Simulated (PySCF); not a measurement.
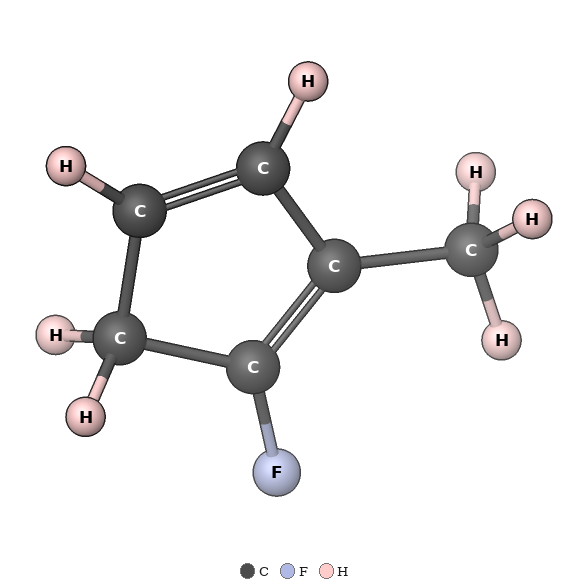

Orthographic view. Atoms fade into the background with distance from the viewer. Geometry: a frame of a GFN2-xTB molecular-dynamics simulation, not a minimum.

> Write the InChI string.

InChI=1S/C6H7F/c1-5-3-2-4-6(5)7/h2-3H,4H2,1H3
